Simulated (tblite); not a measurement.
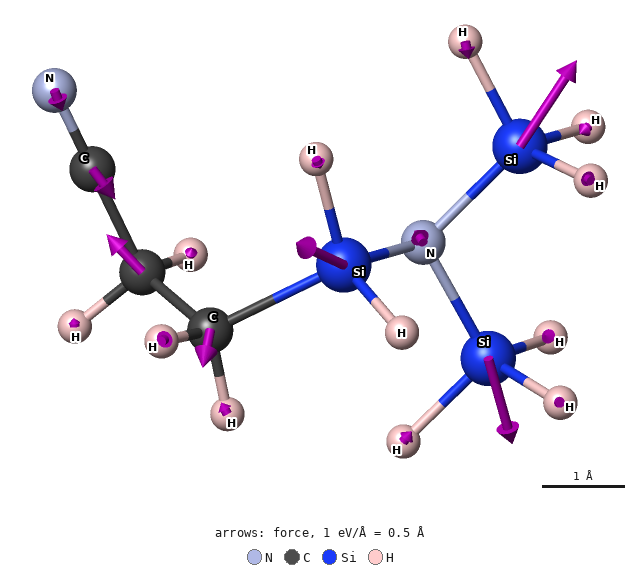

Starting geometry of C₃H₁₂N₂Si₃ with the computed forces as purple arrows. The picture is a ball-and-stick view, seen at a tilt.

Theory: GFN2-xTB geometry optimisation, gas phase (tblite 0.8.0). 

Q: What follows when this structure is relaxed?

A: It isn't relaxed: the largest force vector, on Si atoms, is 2.53 eV/Å. The final displacements have little in common with the starting forces (cosine between the two patterns 0.08). An H atom moves most after the best rigid fit: 1.08 Å. By element the largest moves are H 1.08 Å, N 0.93 Å, C 0.72 Å, Si 0.51 Å. Among the contacts that change: N–Si 1.700 → 1.749 Å, C–C 1.485 → 1.438 Å, C–Si 1.877 → 1.908 Å, H–Si 1.487 → 1.465 Å. Among the angles between lasting bonds that change: Si–N–Si 108.0° → 119.8°, Si–N–Si 110.2° → 119.5°, Si–N–Si 111.4° → 120.4°. The energy falls by 59.7 kJ/mol in 203 geometry steps. Cost: 2.2 s on 1 thread of Intel(R) Xeon(R) Platinum 8488C, with other jobs on the host.
